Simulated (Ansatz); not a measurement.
```xyz
9

C    -0.3799   -1.4136    0.1240
O     0.3798   -0.5334   -0.6482
Al    0.7621    1.0888   -0.7003
F     1.7616    1.6221   -1.8853
S     0.0198    2.5586    0.7081
H    -0.8678   -0.9179    0.9729
H     0.2581   -2.2095    0.5195
H    -1.1587   -1.8751   -0.4906
H    -0.6865    1.6338    1.3829
```

Geometry: PBE0-D4/def2-TZVP.

The calculation used Ansatz 0.2.0, isolated molecule in a Gaussian basis; Kohn-Sham density functional theory, functional B2GP-PLYP.

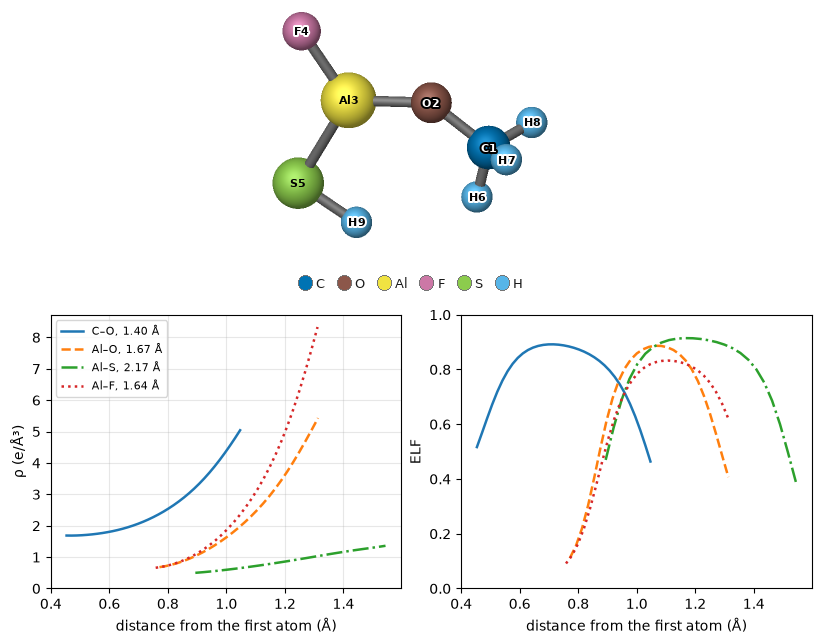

CH4AlFOS (SMILES C[O][Al]([F])[SH]). Electron density and electron localisation function along straight lines between neighbouring atoms. The curves leave out the atomic cores. The structure is drawn too.

Question: Compare the contacts.

Answer: C–O (1.40 Å): the density is about 2.1 e/Å³ at the midpoint, with its minimum of 1.7 e/Å³ about 0.5 Å from C; the ELF peaks at about 0.90 between the atoms, as expected for a polar covalent bond.
Al–O (1.67 Å): the density is about 0.81 e/Å³ at the midpoint; the ELF peaks at about 0.90 in the valence shell of O, 0.6 Å from its nucleus, and is about 0.30 at the midpoint.
Al–S (2.17 Å): ρ at the midpoint is about 0.7 e/Å³; the ELF peaks at about 0.90 in the valence shell of S, 1.0 Å from its nucleus, and is about 0.90 at the midpoint.
Al–F (1.64 Å): ρ is about 0.78 e/Å³ halfway; the ELF peaks at about 0.85 in the valence shell of F, 0.5 Å from its nucleus, and is about 0.20 at the midpoint.
